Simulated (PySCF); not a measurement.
# C8H12BN: excited states, first hyperpolarisability

Wanted: excited states, first hyperpolarisability for C8H12BN (`CB(C)c1ccc(N)cc1`).

Computed with PySCF 2.14.0 and routines of our own; the level stands in each step. Atoms count from 0.

## Step 1: The starting structure

22 atoms, charge 0, multiplicity 1; geometry from: GFN2-xTB.

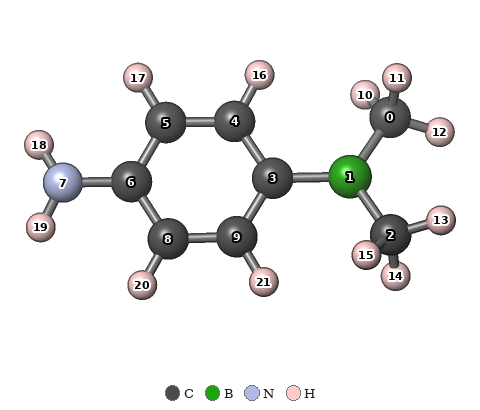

The starting geometry (carbon dark grey, boron green, nitrogen light blue, hydrogen pink).

## Step 2: Relaxing the molecule at PBE0-D3(BJ)/def2-SVP

The job: settings as JSON, then the geometry in Å.

```
{"job": {"xc": "PBE0", "basis": "def2-SVP", "d3": "d3bj", "grid": 2, "kind": "geom"}, "charge": 0, "multiplicity": 1}
C     -2.714952    -1.157419     0.385847
B     -1.821479     0.128372     0.157148
C     -2.538042     1.536594     0.061887
C     -0.277715     0.020079     0.024311
C      0.428754    -1.121727     0.428911
C      1.797836    -1.218631     0.319095
C      2.540304    -0.169752    -0.227204
N      3.913639    -0.234251    -0.289523
C      1.859486     0.975701    -0.644493
C      0.492483     1.063439    -0.509393
H     -2.308873    -2.064715    -0.055704
H     -2.800900    -1.343130     1.457473
H     -3.730725    -1.031860     0.016067
H     -3.524264     1.544658     0.521151
H     -2.684361     1.791098    -0.988764
H     -1.959417     2.347431     0.498899
H     -0.114861    -1.952677     0.854638
H      2.312852    -2.110243     0.651590
H      4.329426    -1.149030    -0.232095
H      4.371776     0.406522    -0.916448
H      2.421513     1.795570    -1.071468
H     -0.002889     1.963356    -0.843558
```

Launch:

```
> OMP_NUM_THREADS=1 python excited_run.py task.json out
```

One launch serves the whole session: the jobs run in the order shown.

What it wrote:

```text
step   0  E = -390.97004632  max force = 0.012696
step   1  E = -390.97236128  max force = 0.001641
step   2  E = -390.97255758  max force = 0.000835
step   3  E = -390.97275072  max force = 0.001559
step   4  E = -390.97280416  max force = 0.002291
step   5  E = -390.97286383  max force = 0.000839
step   6  E = -390.97287003  max force = 0.001751
step   7  E = -390.97291929  max force = 0.000562
step   8  E = -390.97294941  max force = 0.000492
step   9  E = -390.97298714  max force = 0.000715
step  10  E = -390.97303169  max force = 0.000521
step  11  E = -390.97304613  max force = 0.001028
step  12  E = -390.97305958  max force = 0.000256
optimisation converged
```

Wall time 4 min (1 thread of Arm Neoverse V2, shared host); peak memory 0.97 GiB.

Along the way:

```
step  energy from step 0 (eV)  largest force component (eV/Å)
   0                   0.0000                          0.6529
   1                  -0.0630                          0.0844
   2                  -0.0683                          0.0429
   3                  -0.0736                          0.0802
   4                  -0.0750                          0.1178
   5                  -0.0767                          0.0431
   6                  -0.0768                          0.0900
   7                  -0.0782                          0.0289
   8                  -0.0790                          0.0253
   9                  -0.0800                          0.0368
  10                  -0.0812                          0.0268
  11                  -0.0816                          0.0529
  12                  -0.0820                          0.0132
```

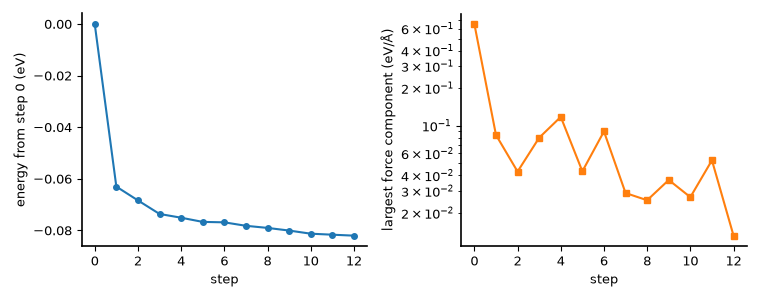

Energy and force, step by step.

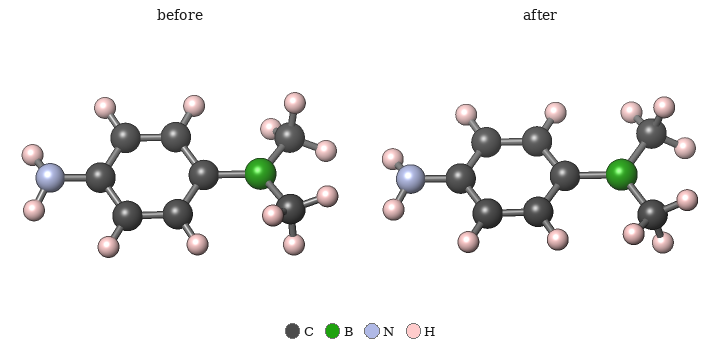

Before and after, at one scale.

Close pairs (by a distance rule), those that changed most:

```
  bond  before (Å)  after (Å)  change (Å)
C2–H14       1.091      1.107      +0.016
C0–H11       1.091      1.107      +0.016
C0–H12       1.088      1.103      +0.014
C2–H13       1.088      1.102      +0.014
C9–H21       1.080      1.093      +0.013
 C6–C8       1.396      1.409      +0.013
C4–H16       1.080      1.093      +0.013
 C5–C6       1.396      1.409      +0.012
```

The end geometry stands in the next job.

```
                         at the end point                value
  point group (found at 0.08 Å tolerance)                   C1
rotational constants (GHz, main isotopes)  3.280, 0.740, 0.608
                        dipole moment (D)                 3.22
```

## Step 3: Excited states: TDA CAM-B3LYP/def2-SVPD

The job: settings as JSON, then the geometry in Å.

```
{"job": {"kind": "states", "xc": "CAM-B3LYP", "basis": "def2-SVPD", "tda": true, "soc": true, "nstates": 6, "ntriplets": 5, "nquad": 4}, "charge": 0, "multiplicity": 1}
C     -2.699292    -1.292322     0.642528
B     -1.809775    -0.067711     0.189787
C     -2.569588     1.282676    -0.122866
C     -0.264825    -0.183063     0.048174
C      0.423388    -1.393227     0.277403
C      1.797528    -1.509766     0.151230
C      2.575527    -0.396389    -0.222347
N      3.937133    -0.490148    -0.316704
C      1.914682     0.825165    -0.459260
C      0.539635     0.915211    -0.323186
H     -2.235428    -2.286810     0.575056
H     -2.963932    -1.128509     1.704615
H     -3.660828    -1.316195     0.103526
H     -3.472506     1.406596     0.496346
H     -2.931189     1.214691    -1.167053
H     -1.968761     2.201332    -0.055167
H     -0.143541    -2.282132     0.565253
H      2.289689    -2.468006     0.340842
H      4.353108    -1.408924    -0.366113
H      4.436345     0.239692    -0.804306
H      2.499325     1.703383    -0.747913
H      0.066466     1.881537    -0.515077
```

With the program's defaults for keys left out, this is: TDA CAM-B3LYP/def2-SVPD excited states, vertical, gas phase, spin-orbit mean-field couplings.

What it wrote:

```text
coarse grid: 18280 points
cycle   1  E = -391.0662045611  dE =  1.606e+00  |g| = 4.897e-01  |ddm| = 1.663e+01
cycle   2  E = -391.0884177179  dE = -2.221e-02  |g| = 4.331e-01  |ddm| = 2.796e+00
cycle   3  E = -391.1372231393  dE = -4.881e-02  |g| = 8.447e-02  |ddm| = 1.406e+00
cycle   4  E = -391.1386690267  dE = -1.446e-03  |g| = 4.831e-02  |ddm| = 3.235e-01
cycle   5  E = -391.1392913098  dE = -6.223e-04  |g| = 3.864e-03  |ddm| = 2.033e-01
cycle   6  E = -391.1392957345  dE = -4.425e-06  |g| = 2.209e-03  |ddm| = 2.028e-02
final grid: 176328 points
cycle   7  E = -391.2149678540  dE = -5.374e-05  |g| = 5.387e-03  |ddm| = 2.995e-01
cycle   8  E = -391.2149680702  dE = -2.162e-07  |g| = 5.606e-03  |ddm| = 3.570e-02
cycle   9  E = -391.2149747688  dE = -6.699e-06  |g| = 6.072e-04  |ddm| = 1.358e-02
cycle  10  E = -391.2149748529  dE = -8.407e-08  |g| = 2.667e-04  |ddm| = 2.437e-03
cycle  11  E = -391.2149748723  dE = -1.944e-08  |g| = 7.224e-05  |ddm| = 9.947e-04
cycle  12  E = -391.2149748738  dE = -1.515e-09  |g| = 2.312e-05  |ddm| = 2.659e-04
cycle  13  E = -391.2149748741  dE = -2.522e-10  |g| = 5.671e-06  |ddm| = 1.361e-04
converged SCF energy = -391.2149748741

Singlet excitations
state   eV       nm        f     d(h-e)  d(exc)  Lambda  PR(NTO)  |dmu|/D   mu/D   main configurations
  1   4.9280   251.6   0.01087   0.392   2.972   0.575   1.839    0.977    3.839   H->L+1 0.64, H-1->L 0.32
  2   5.0534   245.3   0.60110   1.389   3.503   0.688   1.208    4.010    6.849   H->L 0.90
  3   5.6595   219.1   0.00371   1.570   3.897   0.310   1.029    7.298    4.427   H->L+2 0.50, H->L+3 0.45
  4   6.1660   201.1   0.00098   1.142   3.070   0.425   1.026    4.498    1.819   H-2->L 0.92
  5   6.1873   200.4   0.00507   0.439   3.040   0.508   1.132                     H-3->L 0.88
  6   6.2560   198.2   0.19337   1.221   3.522   0.511   2.072                     H-1->L 0.51, H->L+1 0.27

Triplet excitations (Tamm-Dancoff)
state   eV     d(h-e)  d(exc)  Lambda  PR(NTO)   main configurations
  1   3.4070   0.648   3.122   0.681   1.096   H->L 0.88
  2   4.2116   0.354   2.907   0.611   1.026   H->L+1 0.96
  3   4.5455   0.253   2.591   0.844   1.168   H-1->L+1 0.89
  4   4.7486   0.738   2.962   0.502   1.051   H-1->L 0.93
  5   5.4827   1.689   3.748   0.313   1.047   H->L+3 0.52, H->L+2 0.40
S1 - T1 = 1.5210 eV

Spin-orbit couplings |<S|Hso|T>| (cm-1)
             T1       T2       T3       T4       T5
S0        0.296    0.622    0.043    0.122    6.263
S1        0.203    0.034    0.056    0.017    0.704
S2        0.114    0.099    0.009    0.151    1.781
S3        1.706    0.905    0.140    0.146    0.205
S4        0.627    0.040    0.120    0.662    0.220
S5        1.201    0.092    0.095    1.242    0.292
S6        1.047    0.524    0.113    0.329    1.142
T1 sublevels (cm-1): 0.000 0.000 0.000   radiative rates (1/s): 0.0735 0.00515 0.0529
```

Run time: 91 s. Hardware: 1 thread of Arm Neoverse V2, shared host; peak memory 1.4 GiB.

From this job:

```
  quantity    value
S1 less T1  1.52 eV
```

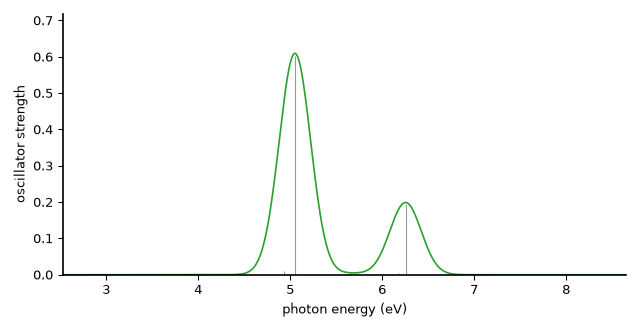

Absorption lines of the singlets. Lines are broadened to a width of 0.40 eV (Gaussian).

## Step 4: Excited states: TDDFT CAM-B3LYP/def2-SVPD

The job, as its differences from that of step 3:

```diff
@@ -1,2 +1,2 @@
-{"job": {"kind": "states", "xc": "CAM-B3LYP", "basis": "def2-SVPD", "tda": true, "soc": true, "nstates": 6, "ntriplets": 5, "nquad": 4}, "charge": 0, "multiplicity": 1}
+{"job": {"kind": "states", "xc": "CAM-B3LYP", "basis": "def2-SVPD", "tpa": true, "nstates": 8, "nquad": 6, "ntriplets": 0}, "charge": 0, "multiplicity": 1}
 C     -2.699292    -1.292322     0.642528
```

Level: TDDFT CAM-B3LYP/def2-SVPD excited states, vertical, gas phase, two-photon moments by quadratic response.

What it wrote:

```text
coarse grid: 18280 points
cycle   1  E = -391.0662045611  dE =  1.606e+00  |g| = 4.897e-01  |ddm| = 1.663e+01
cycle   2  E = -391.0884177179  dE = -2.221e-02  |g| = 4.331e-01  |ddm| = 2.796e+00
cycle   3  E = -391.1372231393  dE = -4.881e-02  |g| = 8.447e-02  |ddm| = 1.406e+00
cycle   4  E = -391.1386690267  dE = -1.446e-03  |g| = 4.831e-02  |ddm| = 3.235e-01
cycle   5  E = -391.1392913098  dE = -6.223e-04  |g| = 3.864e-03  |ddm| = 2.033e-01
cycle   6  E = -391.1392957345  dE = -4.425e-06  |g| = 2.209e-03  |ddm| = 2.028e-02
final grid: 176328 points
cycle   7  E = -391.2149678540  dE = -5.374e-05  |g| = 5.387e-03  |ddm| = 2.995e-01
cycle   8  E = -391.2149680702  dE = -2.162e-07  |g| = 5.606e-03  |ddm| = 3.570e-02
cycle   9  E = -391.2149747688  dE = -6.699e-06  |g| = 6.072e-04  |ddm| = 1.358e-02
cycle  10  E = -391.2149748529  dE = -8.407e-08  |g| = 2.667e-04  |ddm| = 2.437e-03
cycle  11  E = -391.2149748723  dE = -1.944e-08  |g| = 7.224e-05  |ddm| = 9.947e-04
cycle  12  E = -391.2149748738  dE = -1.515e-09  |g| = 2.312e-05  |ddm| = 2.659e-04
cycle  13  E = -391.2149748741  dE = -2.522e-10  |g| = 5.671e-06  |ddm| = 1.361e-04
converged SCF energy = -391.2149748741

Singlet excitations
state   eV       nm        f     d(h-e)  d(exc)  Lambda  PR(NTO)  |dmu|/D   mu/D   delta(TPA)   sigma/GM   main configurations
  1   4.8436   256.0   0.44521   1.222   3.405   0.674   1.265    3.723    6.564     1050.50      9.029   H->L 0.86
  2   4.8565   255.3   0.05249   0.430   2.989   0.583   1.733    1.296    4.154       99.36      0.859   H->L+1 0.64, H-1->L 0.25
  3   5.6509   219.4   0.00317   1.596   3.901   0.309   1.029    7.387    4.515       55.20      0.646   H->L+2 0.49, H->L+3 0.46
  4   5.9671   207.8   0.16916   1.220   3.299   0.526   1.797    3.668    6.504        3.45      0.045   H-1->L 0.69, H->L+1 0.27
  5   6.1469   201.7   0.00080   1.145   3.071   0.425   1.029    4.490    1.812        2.16      0.030   H-2->L 0.92
  6   6.1618   201.2   0.00194   0.538   2.973   0.511   1.057    1.302    1.656        0.88      0.012   H-3->L 0.93
  7   6.2660   197.9   0.00053   1.664   4.703   0.315   1.069                                            H->L+3 0.43, H->L+2 0.41, H->L+5 0.08
  8   6.5038   190.6   0.00212   1.025   3.935   0.251   1.177                                            H->L+4 0.79, H->L+6 0.09
```

Run time: 1.9 min. Hardware: 1 thread of Arm Neoverse V2, shared host; peak memory 1.4 GiB.

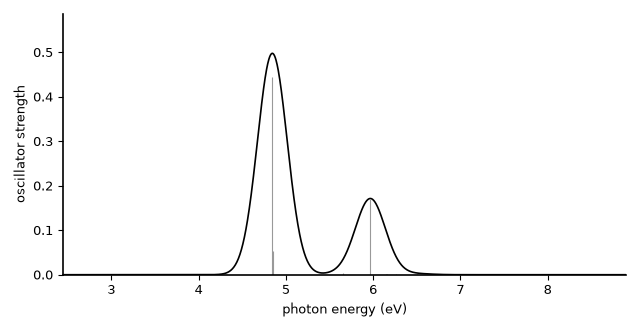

Absorption lines of the singlets. Lines are broadened to a width of 0.40 eV (Gaussian).

## Step 5: First hyperpolarisability: quadratic response CAM-B3LYP/def2-SVPD

The job, as its differences from that of step 4:

```diff
@@ -1,2 +1,2 @@
-{"job": {"kind": "states", "xc": "CAM-B3LYP", "basis": "def2-SVPD", "tpa": true, "nstates": 8, "nquad": 6, "ntriplets": 0}, "charge": 0, "multiplicity": 1}
+{"job": {"kind": "beta", "xc": "CAM-B3LYP", "basis": "def2-SVPD"}, "charge": 0, "multiplicity": 1}
 C     -2.699292    -1.292322     0.642528
```

Method: quadratic response CAM-B3LYP/def2-SVPD first hyperpolarisability, Taylor convention, gas phase.

What it wrote:

```text
coarse grid: 18280 points
cycle   1  E = -391.0662045611  dE =  1.606e+00  |g| = 4.897e-01  |ddm| = 1.663e+01
cycle   2  E = -391.0884177179  dE = -2.221e-02  |g| = 4.331e-01  |ddm| = 2.796e+00
cycle   3  E = -391.1372231393  dE = -4.881e-02  |g| = 8.447e-02  |ddm| = 1.406e+00
cycle   4  E = -391.1386690267  dE = -1.446e-03  |g| = 4.831e-02  |ddm| = 3.235e-01
cycle   5  E = -391.1392913098  dE = -6.223e-04  |g| = 3.864e-03  |ddm| = 2.033e-01
cycle   6  E = -391.1392957345  dE = -4.425e-06  |g| = 2.209e-03  |ddm| = 2.028e-02
final grid: 176328 points
cycle   7  E = -391.2149678540  dE = -5.374e-05  |g| = 5.387e-03  |ddm| = 2.995e-01
cycle   8  E = -391.2149680702  dE = -2.162e-07  |g| = 5.606e-03  |ddm| = 3.570e-02
cycle   9  E = -391.2149747688  dE = -6.699e-06  |g| = 6.072e-04  |ddm| = 1.358e-02
cycle  10  E = -391.2149748529  dE = -8.407e-08  |g| = 2.667e-04  |ddm| = 2.437e-03
cycle  11  E = -391.2149748723  dE = -1.944e-08  |g| = 7.224e-05  |ddm| = 9.947e-04
cycle  12  E = -391.2149748738  dE = -1.515e-09  |g| = 2.312e-05  |ddm| = 2.659e-04
cycle  13  E = -391.2149748741  dE = -2.522e-10  |g| = 5.671e-06  |ddm| = 1.361e-04
converged SCF energy = -391.2149748741

Lowest singlets (eV, f): 4.8436 0.4452  4.8565 0.0525  5.6509 0.0032

First hyperpolarisability (au)
process     nm      |vector|   parallel      HRS      DR
static         -     1367.38     795.61     578.62   4.662
shg       1907.0     1503.74      875.0     635.44   4.691
eope      1907.0     1410.53     820.73          -       -
shg       1064.0     1898.70    1104.95     799.86   4.759
eope      1064.0     1514.18     881.08          -       -
```

Run time: 82 s. Hardware: 1 thread of Arm Neoverse V2, shared host; peak memory 1.4 GiB.

## Step 6: Results

| quantity | value |
| --- | --- |
| point group | C1 |
| rotational constants (main isotopes) | 3.28, 0.74, 0.61 GHz |
| S1 less T1 (step 3, TDA CAM-B3LYP/def2-SVPD) | 1.52 eV |
| β vector (step 5, quadratic response CAM-B3LYP/def2-SVPD) | static 1367, SHG 1907.0 nm 1504, SHG 1064.0 nm 1899 au |

**Reading.** Over 12 steps the energy fell by 0.082 eV; of the close pairs, C2–H14 changed most, 1.091 to 1.107 Å. In step 3, the number of triplets below S1 is 4, and the largest singlet-triplet spin-orbit coupling is S0–T5, 6.26 cm⁻¹. β grows from 1367 au (static) to 1899 au for doubling at 1064.0 nm: normal dispersion, which grows as twice the photon energy moves toward the bright states.
